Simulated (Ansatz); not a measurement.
**Run report: ZrN₄H₉F, nudged elastic band (part 2 of 2)**

The same run, continued: ZrN₄H₉F; RKS PBE/def2-SVP (Ansatz 0.2.0). The run did not end well. It belongs to a series of runs on one base structure; here: band between the two ends.

Geometry of the input (Å):
```
Zr 0.0242  -0.0522  0.0079
F  0.2597  -0.1919  1.9434
N  1.8923  -0.0008  -0.8186
H  2.6960  -0.5422  -0.4745
H  2.2291  0.6406  -1.5446
N  -0.8725  1.6868  -0.6418
H  -1.5584  1.8003  -1.3970
H  -0.7267  2.6101  -0.2125
N  -0.8884  -1.6502  -0.9044
H  -1.6967  -2.1754  -0.5485
H  -0.5001  -2.1796  -1.6939
N  -2.8078  0.0976  1.5417
H  -3.0230  -0.7667  1.0328
H  -2.5010  0.8107  0.8634
H  -2.0327  -0.0872  2.1892
```

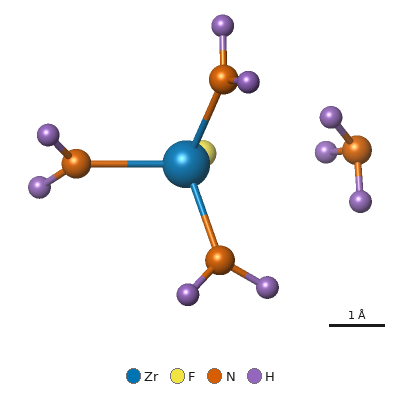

Figure 1. The starting structure (ball-and-stick view, seen at a tilt). Sticks mark near contacts.

```
Unfinished report: {"positions_ang":[[-0.10285445889116757,-0.12440213689697316,0.10718043793783899],[0.28639967861100724,-0.5354625714478338,1.9849082565256386],[1.741824658798529,0.22663281815162764,-0.7598986666764805],[2.591607365200259,-0.30918732559076706,-0.5401065557540695],[2.011716226759838,0.9567829356055239,-1.428578480536944],[-0.8579035783738977,1.6611498047447144,-0.6709437569738053],[-1.7959135314449148,2.0744630163013285,-0.6612197368266853],[-0.28019589534128475,2.248480959861729,-1.285539991173296],[-0.8217758961072483,-1.8530765760043404,-0.7901895383211305],[-1.1426793279960312,-2.693426899831858,-0.2944124757426738],[-0.7634377193113425,-2.086647997121125,-1.7873181903082718],[-2.3394425937297494,0.08561545257290437,1.2270818493127011],[-3.1340805286857187,0.0725837490093575,0.574358747962094],[-2.409893113693659,0.9575246315229811,1.769906769332359],[-2.489271265794618,-0.6810288508772687,1.8970713312427259]],"mean_field":{"relativity":"none","state":{"energy":{"ev":-10093.555490249862,"hartree":-370.93132260904343},"converged":true,"gradient_ev":0.000016500860209960752,"stability":{"kind":"minimum","curvature_ev":72.42373422988595},"curvature_floor_ev":0.00030000000000000003,"spin_squared":-3.552713678800501e-15},"others":[{"energy":{"ev":-10093.555392397617,"hartree":-370.93131901303974},"converged":true,"gradient_ev":0.000030857292062771794,"stability":{"kind":"minimum","curvature_ev":72.42373422988595},"curvature_floor_ev":0.00030000000000000003,"spin_squared":-1.7053025658242404e-13}],"fillings":{"estimated":0,"unestimated":0,"tried":0,"untried":1,"excluded_magnetic_sites":0},"n_dropped_functions":0,"n_trapped_functions":0,"passes":{"evaluations":21,"products":13},"factors":{"origin":"density fitting in generated functions","count":1636,"bound_ev":null},"gradient_stop_ev":0.00009,"reference_kind":"stationary","functional":{"name":"PBE","citations":["Perdew, Burke & Ernzerhof, Phys. Rev. Lett. 77, 3865 (1996) doi:10.1103/PhysRevLett.77.3865"],"text":"name \"PBE\"\ncite \"Perdew, Burke & Ernzerhof, Phys. Rev. Lett. 77, 3865 (1996) doi:10.1103/PhysRevLett.77.3865\"\nparent pbe\nparameter kappa = 0.804\nparameter beta = 0.06672455060314922\nexchange = pbe_x(kappa = kappa, mu = beta*pi^2/3)\ncorrelation = pbe_c(beta = beta)\n","parameters":{"beta":{"value":0.06672455060314922,"default":0.06672455060314922},"kappa":{"value":0.804,"default":0.804}},"final_grid":{"core_spheres":13.0,"valence_spheres":11.0,"degree":36.0},"final_grid_parameter_source":"default","radial_points_factor":1.0,"radial_grid_error_ev":3.125828648923977e-7,"grid_sensitivity":"normal","grid_sensitivity_ratio":0.001870803151768979},"unsmoothed_excess_ev":-0.00009785226379057844,"symmetry":{"irreps":["A"],"axes":[[0.9999356364740535,0.006549759061635342,-0.009264100898872148],[-0.006397787151739351,0.9998460248840582,0.01633997683929113],[0.009369697369232204,-0.016279655395064645,0.9998235752328644]],"occupied":[{"A":29},{"A":29}]},"density_repulsion":{"missed_ev":0.00009092832730945547,"excess_ev":0.00009092832628671802,"most_excess_ev":0.000754,"are_drawn_again":false,"n_first_factors":1636,"energy_change_ev":0.0,"n_dropped_ends":0},"direct_passes":"host"},"factors":{"origin":"density fitting in generated functions","count":1636,"bound_ev":null},"n_frozen":0,"n_occupied":[29,29],"n_virtual":[117,117],"reference":{"ev":-10093.555490249862,"hartree":-370.93132260904343},"total":{"ev":-10093.555490249862,"hartree":-370.93132260904343},"forces_ev_per_angstrom":[[-0.004209812415973052,0.007711322673797646,0.0045765014895373475],[0.0037227229176128003,-0.0017817532695214662,-0.005106371337037219],[0.0037575914410316737,0.0011204541265834025,0.007183237492113142],[0.0016225144062629428,0.0034727884639441683,0.0013226825819605949],[0.0003592262583059447,-0.0041642807340586995,-0.0027254059138588685],[-0.0020891820121545462,-0.006988456259483794,-0.007828845067275146],[0.0020602720455769664,-0.00153342441024906,0.000658415864956879],[0.0008950740012345093,-0.001199601476510502,0.003537861778216903],[-0.0069431848052354085,0.00904016256403417,0.0008495675656950323],[0.005817474873971369,-0.004039705913764811,-0.003689410614721582],[-0.00452615069845288,-0.003661687332346561,-0.001369365086131844],[0.008766398905159536,0.014722378671480093,0.00536828590081883],[-0.003674104455803468,-0.006744654911899362,0.0005585385147369231],[-0.0006279411162684489,0.000849843561064317,0.000031997084698361455],[-0.004930899343113475,-0.006803385751055297,-0.0033676902573494616]],"charge_distribution":{"dipole_moment_e_ang":[-0.756563683788856,0.09653769803782764,-0.04111772157519754],"mulliken_charges_e":[0.7328724661697841,-0.3399556145908811,-0.4174534948568036,0.12461166546029867,0.1126507198497988,-0.4377907194955011,0.09332782225960379,0.11379899816835659,-0.43476090726919114,0.11623824602120336,0.12669879057377043,-0.2153945731581013,0.14105662060975122,0.13878144095337974,0.14531853930447702],"lowdin_charges_e":[-0.7026266488028039,-0.021068216204877643,0.08107528868198166,0.02602550480949728,0.019868449016902878,0.05181827957563989,0.00380007162369278,0.017334082503493775,0.05382812166370421,0.018592900912597687,0.01863055354658738,0.3241832666488689,0.03417882656048965,0.03674593759182343,0.037613581872285584]},"n_threads":4,"memory_gib":4.261363637633622,"seconds":{"hamiltonian":2.215314441,"orbitals":0.0,"second_order":0.0,"solver_start":0.0,"cycles":0.0,"cycle":0.0,"perturbative":0.0,"full_ci_increment":0.0,"forces":0.0}}
this run last wrote the band of iteration 31 to [file]; this run last wrote the band within `neb.f_tol` of iteration 22 to [file]
Error: NEB band stopped at iteration 31: every band force meets `neb.f_tol`, and the climbing image lies 0.24 eV below image 0, an end point whose force meets `neb.f_tol`, so the climbing image is not the path's top. Start a new band with more images (`neb.images`), from another end point if image 0 is no minimum, or under a lower `neb.f_tol` if many atoms move together. Or start one with more iterations where a set `neb.max_iterations` left none to send an image back on the path. The run does that at most 2 times. If the run saved its iterations (`checkpoint.write`), a resume can also go on where `neb.max_iterations` alone kept an image from going back, or with more memory where, for lack of memory, the check of the climbing image's saddle order, or of a point between two images, was left unfinished (`no_room`). If the run saves its iterations (`checkpoint.write`), a resume makes this one's close again, and those of its solves that it does not hold; the last `neb_iteration` event holds every image's energy and geometry and what the close read of one, if anything (`data.images[]`: `lagrangian_ev`, `positions_ang`; `data.climbing_image`, where one climbs; `data.climbing_image_order`)
this run wrote the band of iteration 31 to [file] as well, whether or not its events were kept: a new run's `neb.initial_path` can list its `images[].positions_ang`
a run's events are kept only if it was started with --events-out <file>, and are in that file
```

**The last band as extended XYZ (Å, eV, eV/Å)**
```
15
Properties=species:S:1:pos:R:3:forces:R:3 image=0 energy=-10093.31112
Zr    0.0242   -0.0522    0.0079    0.0104  -0.0009  -0.0063
F     0.2597   -0.1919    1.9434   -0.0016   0.0006   0.0024
N     1.8923   -0.0008   -0.8186    0.0010  -0.0104   0.0114
H     2.6960   -0.5422   -0.4745   -0.0029   0.0022  -0.0019
H     2.2291    0.6406   -1.5446   -0.0008   0.0064  -0.0067
N    -0.8725    1.6868   -0.6418   -0.0001  -0.0009   0.0042
H    -1.5584    1.8003   -1.3970   -0.0002   0.0030  -0.0046
H    -0.7267    2.6101   -0.2125    0.0000   0.0022  -0.0017
N    -0.8884   -1.6502   -0.9044   -0.0161  -0.0119   0.0042
H    -1.6967   -2.1754   -0.5485    0.0084   0.0024  -0.0052
H    -0.5001   -2.1796   -1.6939    0.0021   0.0073   0.0040
N    -2.8078    0.0976    1.5417   -0.0195  -0.0073  -0.0193
H    -3.0230   -0.7667    1.0328    0.0020   0.0059   0.0031
H    -2.5010    0.8107    0.8634   -0.0057   0.0084  -0.0029
H    -2.0327   -0.0872    2.1892    0.0229  -0.0072   0.0193
15
Properties=species:S:1:pos:R:3:forces:R:3 image=1 energy=-10093.70966
Zr   -0.1783    0.1444    0.0296    0.0091  -0.0062  -0.0014
F     0.3046    0.2517    1.9478   -0.0007  -0.0186   0.0011
N     1.7587   -0.0939   -0.6356   -0.0006   0.0041  -0.0072
H     2.4999   -0.5585   -0.0958    0.0100  -0.0002  -0.0161
H     2.1769    0.2451   -1.5089    0.0052   0.0151  -0.0002
N    -0.8147    1.8782   -0.8898   -0.0001  -0.0137   0.0134
H    -1.3824    1.9415   -1.7425   -0.0073  -0.0031   0.0127
H    -0.5222    2.8314   -0.6399   -0.0105  -0.0075   0.0174
N    -1.0139   -1.4583   -0.9945    0.0054  -0.0065   0.0030
H    -1.9379   -1.8938   -0.9000    0.0085  -0.0107   0.0130
H    -0.4716   -2.0246   -1.6564   -0.0030  -0.0055  -0.0023
N    -2.2818   -0.2678    1.3989   -0.0372   0.0070   0.0301
H    -2.8544   -1.0976    1.1942   -0.0010   0.0183  -0.0105
H    -2.9349    0.5201    1.5104    0.0207   0.0079  -0.0374
H    -1.8539   -0.4180    2.3248    0.0013   0.0196  -0.0157
15
Properties=species:S:1:pos:R:3:forces:R:3 image=2 energy=-10093.72802
Zr   -0.1043    0.0136    0.0627    0.0056   0.0044   0.0058
F     0.4242   -0.0393    1.9543    0.0047   0.0192  -0.0064
N     1.7772    0.0416   -0.7913   -0.0079  -0.0088   0.0074
H     2.6197   -0.4261   -0.4334    0.0033  -0.0019   0.0016
H     2.0554    0.5879   -1.6144    0.0083  -0.0134  -0.0081
N    -0.8712    1.7631   -0.7344   -0.0100  -0.0038  -0.0097
H    -1.6038    1.8782   -1.4434    0.0105  -0.0019  -0.0286
H    -0.5006    2.6977   -0.5213   -0.0053   0.0171   0.0232
N    -0.9181   -1.6650   -0.8449   -0.0086   0.0061  -0.0004
H    -1.6644   -2.2712   -0.4851   -0.0175   0.0164  -0.0078
H    -0.4330   -2.1865   -1.5841    0.0141  -0.0014   0.0033
N    -2.3224   -0.1222    1.2962    0.0426   0.0245  -0.0315
H    -3.1424   -0.2783    0.6957   -0.0243  -0.0229   0.0052
H    -2.4525    0.8071    1.7181   -0.0046  -0.0079   0.0238
H    -2.3697   -0.8008    2.0676   -0.0106  -0.0258   0.0222
15
Properties=species:S:1:pos:R:3:forces:R:3 image=3 energy=-10093.55539
Zr   -0.1029   -0.1244    0.1072   -0.0042   0.0077   0.0046
F     0.2864   -0.5355    1.9849    0.0037  -0.0018  -0.0051
N     1.7418    0.2266   -0.7599    0.0038   0.0011   0.0072
H     2.5916   -0.3092   -0.5401    0.0016   0.0035   0.0013
H     2.0117    0.9568   -1.4286    0.0004  -0.0042  -0.0027
N    -0.8579    1.6611   -0.6709   -0.0021  -0.0070  -0.0078
H    -1.7959    2.0745   -0.6612    0.0021  -0.0015   0.0007
H    -0.2802    2.2485   -1.2855    0.0009  -0.0012   0.0035
N    -0.8218   -1.8531   -0.7902   -0.0069   0.0090   0.0008
H    -1.1427   -2.6934   -0.2944    0.0058  -0.0040  -0.0037
H    -0.7634   -2.0866   -1.7873   -0.0045  -0.0037  -0.0014
N    -2.3394    0.0856    1.2271    0.0088   0.0147   0.0054
H    -3.1341    0.0726    0.5744   -0.0037  -0.0067   0.0006
H    -2.4099    0.9575    1.7699   -0.0006   0.0008   0.0000
H    -2.4893   -0.6810    1.8971   -0.0049  -0.0068  -0.0034
15
Properties=species:S:1:pos:R:3:forces:R:3 image=4 energy=-10093.63382
Zr   -0.1359   -0.1264    0.1001   -0.0045   0.0014  -0.0059
F     0.2018   -0.5446    1.9929   -0.0092  -0.0023   0.0070
N     1.7369    0.2223   -0.7173   -0.0015  -0.0008   0.0105
H     2.4763   -0.4838   -0.8187   -0.0196  -0.0271  -0.0511
H     2.1310    1.1149   -1.0347    0.0170   0.0317   0.0679
N    -0.8711    1.6245   -0.7552    0.0037  -0.0170  -0.0167
H    -1.6718    2.2239   -0.5302    0.0155   0.0227   0.0261
H    -0.3418    2.0929   -1.5011   -0.0197  -0.0242  -0.0356
N    -0.7707   -1.8788   -0.7950    0.0058  -0.0081  -0.0137
H    -0.8434   -2.7859   -0.3185    0.0612  -0.0168   0.0058
H    -0.9939   -2.0313   -1.7850   -0.0351   0.0091   0.0062
N    -2.3557    0.1341    1.2291   -0.0004   0.0048   0.0093
H    -3.1617    0.0172    0.6014   -0.0073   0.0259  -0.0013
H    -2.4858    1.0239    1.7300   -0.0161   0.0055  -0.0122
H    -2.4202   -0.6029    1.9446    0.0102  -0.0049   0.0037
15
Properties=species:S:1:pos:R:3:forces:R:3 image=5 energy=-10093.70902
Zr   -0.1392   -0.1100    0.0839    0.0007   0.0097  -0.0028
F     0.2167   -0.3433    2.0089    0.0024   0.0178   0.0006
N     1.7534    0.1619   -0.7057    0.0085   0.0023   0.0015
H     2.3143   -0.5170   -1.2318   -0.0184  -0.0058  -0.0365
H     2.3462    0.9882   -0.5549    0.0171  -0.0119   0.0420
N    -0.9057    1.6104   -0.7977    0.0020   0.0000  -0.0079
H    -1.7064    2.2029   -0.5524   -0.0025  -0.0035   0.0002
H    -0.3736    2.0950   -1.5298   -0.0053   0.0000  -0.0029
N    -0.7388   -1.8658   -0.8122    0.0044  -0.0113   0.0145
H    -0.6114   -2.7927   -0.3851    0.0201   0.0012  -0.0105
H    -1.1849   -2.0059   -1.7259   -0.0161   0.0076   0.0033
N    -2.3751    0.1323    1.2301    0.0332   0.0044  -0.0141
H    -3.2017   -0.0199    0.6384   -0.0202  -0.0031   0.0057
H    -2.5030    1.0390    1.6998   -0.0091   0.0073   0.0004
H    -2.3967   -0.5750    1.9768   -0.0168  -0.0149   0.0065
15
Properties=species:S:1:pos:R:3:forces:R:3 image=6 energy=-10093.74099
Zr   -0.1238   -0.0638    0.0756    0.0073  -0.0051   0.0027
F     0.2930   -0.1234    2.0000   -0.0067   0.0031  -0.0122
N     1.8064    0.0932   -0.6443   -0.0021   0.0008  -0.0002
H     2.1983   -0.3768   -1.4683   -0.0036   0.0015   0.0024
H     2.5708    0.6183   -0.2004    0.0006  -0.0010   0.0022
N    -0.9399    1.5953   -0.8671   -0.0052  -0.0042   0.0099
H    -1.8090    2.0960   -0.6502    0.0026   0.0061  -0.0017
H    -0.4080    2.1716   -1.5287    0.0006   0.0010  -0.0083
N    -0.7751   -1.8028   -0.8288    0.0001  -0.0133   0.0033
H    -0.4922   -2.7481   -0.5386   -0.0070   0.0118  -0.0058
H    -1.3732   -1.8995   -1.6573    0.0085   0.0017   0.0074
N    -2.3692    0.1070    1.2495    0.0040   0.0016   0.0154
H    -3.1954   -0.1600    0.6981    0.0019  -0.0001   0.0043
H    -2.5657    1.0334    1.6539    0.0011  -0.0065  -0.0024
H    -2.3229   -0.5405    2.0489   -0.0019   0.0025  -0.0171
```

**What the run reported**

| quantity | value |
| --- | --- |
| outcome | not converged |
| barrier, forward (band not converged) | −0.244 eV |
| barrier, backward | 0.186 eV |
| wall time | 4.9 min (CPU time 19 min) |
| peak memory | 0.22 GiB |

**What went wrong**

The run did not converge: “NEB band stopped at iteration 31: every band force meets `neb.f_tol`, and the climbing image lies 0.24 eV below image 0, an end point whose force meets `neb.f_tol`, so the climbing image is not the path's top. Start a new band with more images (`neb.images`), from another end point if image 0 is no minimum, or under a lower `neb.f_tol` if many atoms move together …” Its last values are not results.
